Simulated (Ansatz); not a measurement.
Band structure of LuB2Ru3 (P6/mmm, 6 atoms in the cell).

```
CELL_PARAMETERS angstrom
      5.43879     0.00000     0.00000
     -2.71940     4.71013     0.00000
      0.00000     0.00000     3.01059
ATOMIC_POSITIONS crystal
  Lu 0.00000 0.00000 0.00000
  B  0.66667 0.33333 0.00000
  B  0.33333 0.66667 0.00000
  Ru 0.50000 0.00000 0.50000
  Ru 0.50000 0.50000 0.50000
  Ru 0.00000 0.50000 0.50000
```

Level of theory: LDA (PW92), default PAW files made with PBE (plane waves; Ansatz, a quantum-chemistry and plane-wave program).

Settings: kpoints.mp_grid.grid = 6 6 9; hamiltonian.xc = lda; hamiltonian.pseudopotentials = {kind: paw} (the program's default PAW files); scf.occupations.method = gaussian; scf.occupations.width = 0.272 eV; kpoints.band_path.npoints = 8.

The starting cell comes from a database of computed structures (which also holds hypothetical and non-ambient phases and stackings), without a prior relaxation at this level. Spin-orbit coupling is off. Spin polarisation is off.

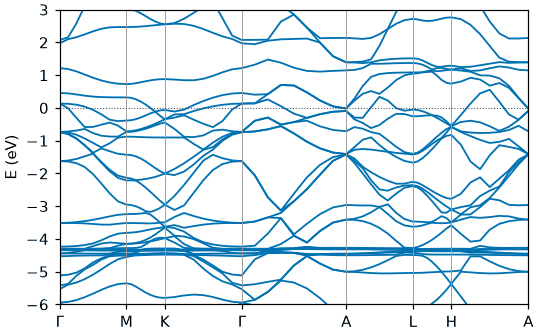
Figure: Bands along the path, energies from the Fermi level.

Levels in eV from the Fermi level, bands 36 to 43:
| point | 36 | 37 | 38 | 39 | 40 | 41 | 42 | 43 |
|---|---|---|---|---|---|---|---|---|
| Γ | -0.74 | -0.73 | -0.73 | 0.13 | 0.13 | 0.46 | 1.21 | 1.97 |
| M | -1.43 | -0.88 | -0.74 | -0.72 | -0.39 | 0.32 | 0.73 | 2.47 |
| K | -2.01 | -0.90 | -0.45 | -0.35 | -0.35 | -0.06 | 0.88 | 2.55 |
| A | -1.41 | -0.71 | -0.09 | -0.09 | -0.02 | -0.02 | 1.15 | 1.39 |
| L | -1.42 | -1.40 | -0.26 | -0.05 | 1.05 | 1.08 | 1.37 | 1.51 |
| H | -0.58 | -0.58 | -0.56 | -0.56 | 0.74 | 1.17 | 1.17 | 1.29 |

Bands cross the Fermi level along this path, so the cell is metallic at this level.

Keys are those of Ansatz 0.2.
